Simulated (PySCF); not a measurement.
```xyz
14

C    -1.9937    2.0948   -0.3321
C    -1.3671    1.0704   -0.2653
Si   -0.2968   -0.4738   -0.0939
C    -1.4516   -1.6714    0.8461
N     1.1564   -0.3478    0.7083
Si    2.5660    0.5385    0.5613
H    -2.5520    2.9895   -0.3975
H    -0.3211   -0.9556   -1.5196
H    -1.6118   -1.3417    1.8687
H    -1.0229   -2.6693    0.8875
H    -2.4259   -1.7490    0.3664
H     3.2552    0.5404   -0.7681
H     2.4963    1.9954    0.8871
H     3.5683   -0.0208    1.5090
```

Geometry: GFN2-xTB.

All numbers below come from wB97X-D/def2-SVPD, SCF density, gas phase (PySCF 2.14.0).

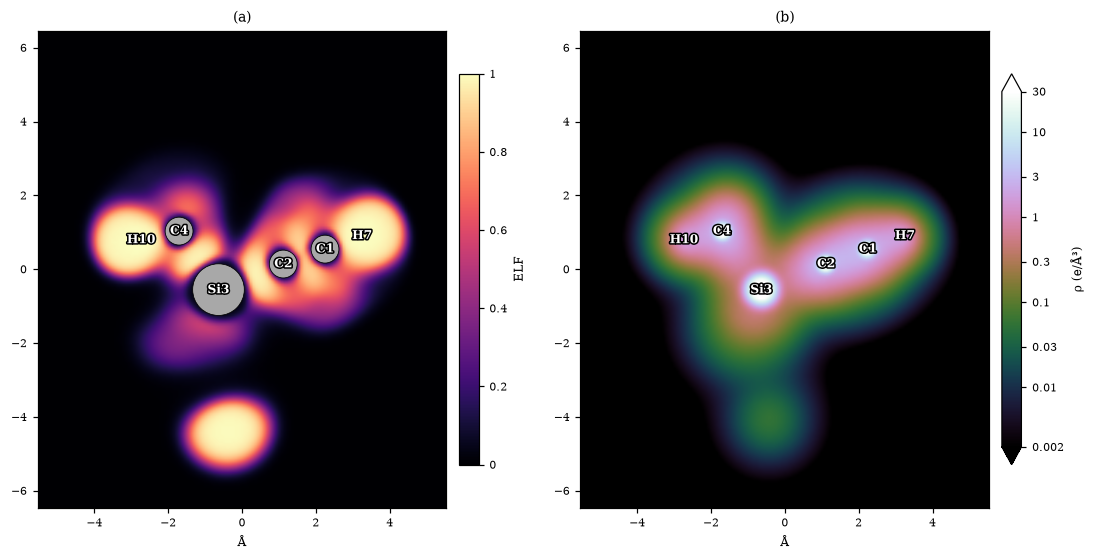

C3H8NSi2 (charge −1). (a) ELF; (b) total electron density on the plane of atoms C2, Si3 and C4. Grey discs cover the atomic cores in the ELF map.

### Read the bonding off the picture.

- Atoms in the plane: C, Si and H.
- C–C (1.20 Å): ρ at the midpoint is about 2.8 e/Å³; the ELF peaks at about 0.85 between the atoms: a short, multiple covalent bond.
- C–Si (1.89 Å): ρ at the midpoint is about 0.87 e/Å³; the ELF peaks at about 1 between the atoms, as expected for a covalent bond.
- C–H (1.06 Å): ρ at the midpoint is about 2 e/Å³; the ELF climbs to about 1 towards the hydrogen, as it does in any bond to H: a covalent bond by its length.
